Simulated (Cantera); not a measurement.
Charge: 1 mol Si(CH3)4, 16 mol H2, at 100 Torr.

Equilibrium computed with Cantera from the NASA thermochemical tables; the gas is ideal and each condensed phase is pure. Candidate condensed phases: C, C6H6, C7H8, C8H18, Si, SiC; 87 gas species. Gases not in the tables: Si2H6 and higher silanes. Rates play no part.

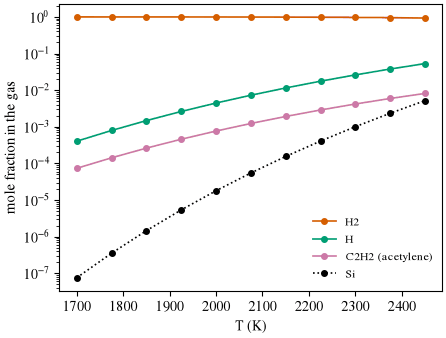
Figure. Equilibrium gas composition (values under 1e-9 drawn at 1e-9)

### Question
Read off the mole fractions at 1925 K.

### Answer
H2 about 1.00, H about 0.0026, C2H2 (acetylene) about 0.00046, Si about 5.4e-6.
